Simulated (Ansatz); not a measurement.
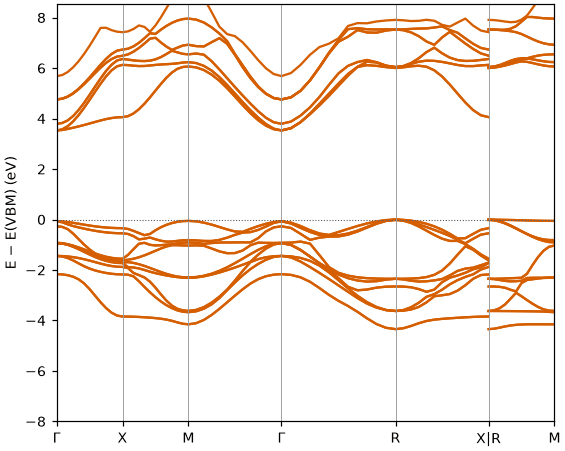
Fig. 1. Band structure from PBE with spin–orbit coupling in the plane-wave PAW code Ansatz

Read off the gap and where the band edges lie.

About 3.5 eV (3.53 eV by a search for the band edges); maximum at R, minimum at Γ.

The material is BaHfO3 (cubic perovskite, Pm-3m).

The PBE relaxation kept the symmetry of its start; phonons on a q-mesh show no instability. No spin polarisation was allowed.

Potentials: the later of the program's two PAW sets.
